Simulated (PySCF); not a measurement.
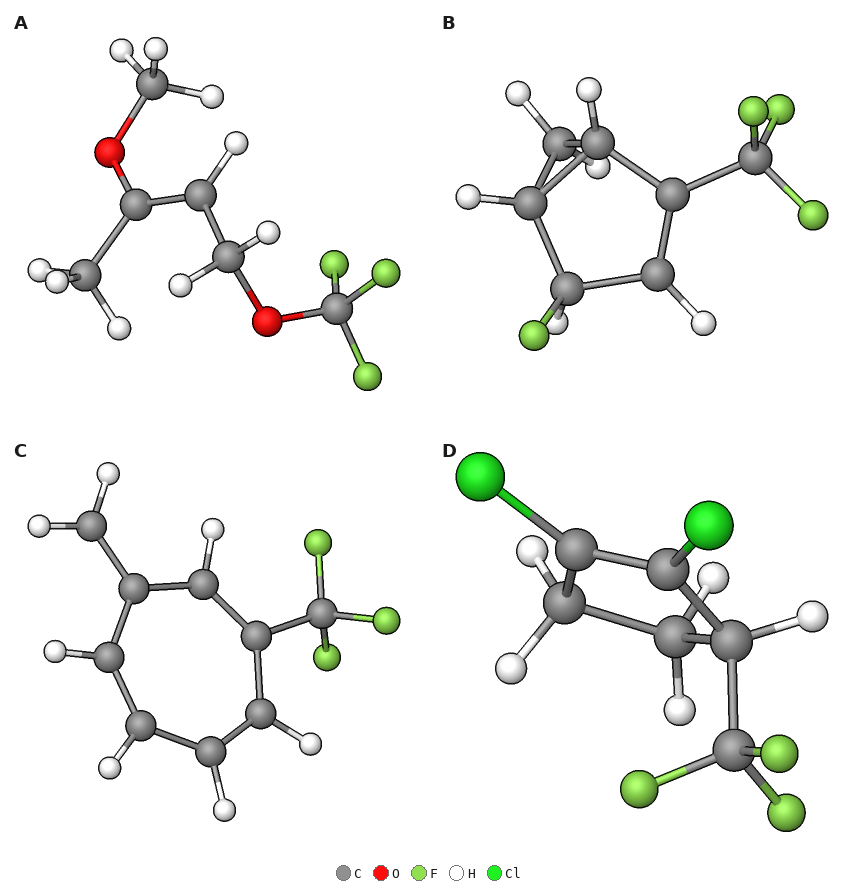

(Drawn from a calculation with PySCF.)

Q: Match each picture to its SMILES.
(1) C=C1C=CC=CC(C(F)(F)F)=C1
(2) CO/C(C)=C/COC(F)(F)F
(3) F[C@@H]1C=C(C(F)(F)F)[C@H]2C[C@@H]12
(4) FC(F)(F)[C@H]1CCC(Cl)=C1Cl

A: A is (2), B is (3), C is (1), D is (4).
